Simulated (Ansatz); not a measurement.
**C4H9F3NTa: basis-set convergence**

Aim: see how fast density functionals converge with the basis set for C4H9F3NTa.

The runs use Ansatz 0.2.0, Gaussian basis; one geometry, several basis sets.

The runs, in order: PBE0-D4/def2-SVP; ωB97M-V/def2-SVP; PBE0-D4/def2-QZVPP; ωB97M-V/def2-QZVPP; the functionals' def2-TZVPP values are taken from earlier runs.

## 1. Structure used throughout

An earlier PBE0-D4 in a triple-zeta def2 set relaxation fixed the geometry. Ta takes the def2 core potential; no spin-orbit term is included.

SMILES `CC(C)(C)[N]=[Ta]([F])([F])[F]`, 18 atoms, charge 0, spin multiplicity 1.

Atoms are counted from 1 here; the program's logs count them from 0.

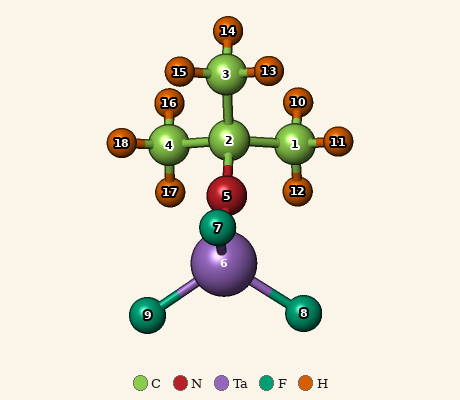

The geometry (carbon green, nitrogen red, tantalum purple, fluorine teal, hydrogen orange); atoms are numbered from 1 in the order of the file.

Coordinates:

```csv
atom,x (Å),y (Å),z (Å)
C1,-1.2382,-1.2224,0.1956
C2,-0.0779,-0.2548,0.4194
C3,-0.4167,0.7238,1.5419
C4,1.1945,-1.0278,0.7602
N5,0.1432,0.4881,-0.7894
Ta6,0.4116,1.3933,-2.2651
F7,0.1857,3.2176,-1.8648
F8,-0.8542,0.8116,-3.5294
F9,2.1656,1.0347,-2.8434
H10,-1.4297,-1.8029,1.1014
H11,-2.1474,-0.6767,-0.0645
H12,-1.0085,-1.9145,-0.6170
H13,-1.3167,1.2912,1.2968
H14,-0.5904,0.1854,2.4768
H15,0.4027,1.4289,1.6957
H16,1.0552,-1.6043,1.6779
H17,1.4514,-1.7175,-0.0463
H18,2.0318,-0.3423,0.9058
```

## 2. PBE0-D4 in def2-SVP

Input file in.yaml:

```yaml
crystal:
  periodic: [false, false, false]
  atoms:
    - {symbol: C, position_ang: [-1.238155, -1.222391, 0.195616]}
    - {symbol: C, position_ang: [-0.077856, -0.254798, 0.419389]}
    - {symbol: C, position_ang: [-0.416655, 0.723826, 1.541914]}
    - {symbol: C, position_ang: [1.194537, -1.027751, 0.760207]}
    - {symbol: N, position_ang: [0.143183, 0.488064, -0.789441]}
    - {symbol: Ta, position_ang: [0.411634, 1.393273, -2.265141]}
    - {symbol: F, position_ang: [0.185682, 3.217583, -1.864826]}
    - {symbol: F, position_ang: [-0.854242, 0.811569, -3.529421]}
    - {symbol: F, position_ang: [2.165598, 1.034739, -2.843399]}
    - {symbol: H, position_ang: [-1.429706, -1.802900, 1.101378]}
    - {symbol: H, position_ang: [-2.147364, -0.676745, -0.064550]}
    - {symbol: H, position_ang: [-1.008503, -1.914540, -0.616952]}
    - {symbol: H, position_ang: [-1.316699, 1.291221, 1.296838]}
    - {symbol: H, position_ang: [-0.590440, 0.185396, 2.476782]}
    - {symbol: H, position_ang: [0.402660, 1.428906, 1.695717]}
    - {symbol: H, position_ang: [1.055248, -1.604349, 1.677931]}
    - {symbol: H, position_ang: [1.451429, -1.717458, -0.046254]}
    - {symbol: H, position_ang: [2.031850, -0.342341, 0.905814]}
basis:
  gaussian: {orbitals: def2-SVP}
hamiltonian: {xc: pbe0, dispersion: d4}
output: {orbitals: {seedname: orbitals}}
```

Command:

```console
> ansatz run in.yaml --threads 4 --pin off --events-out ev --progress --plain --max-ram 66560MiB --backend cpu
```

The runs that follow: ωB97M-V in def2-SVP; PBE0-D4 in def2-QZVPP; ωB97M-V in def2-QZVPP.

Q: Predict the results of all the runs planned. Wanted: PBE0-D4: double and triple zeta above quadruple; ωB97M-V: double and triple zeta above quadruple.

**Answer**, as computed:

| quantity | value |
| --- | --- |
| PBE0-D4: double and triple zeta above quadruple | 17.68, 0.77 eV |
| ωB97M-V: double and triple zeta above quadruple | 18.23, 0.73 eV |

**Reading.** PBE0-D4 gains 16.90 eV from double to triple zeta, then 0.77 eV more. These are total energies; as a rule much of such shifts cancels in differences, which this series doesn't test. The LUMO of ωB97M-V is positive and keeps falling with the basis (0.96 to 0.44 eV): an unbound level that the basis holds in place.
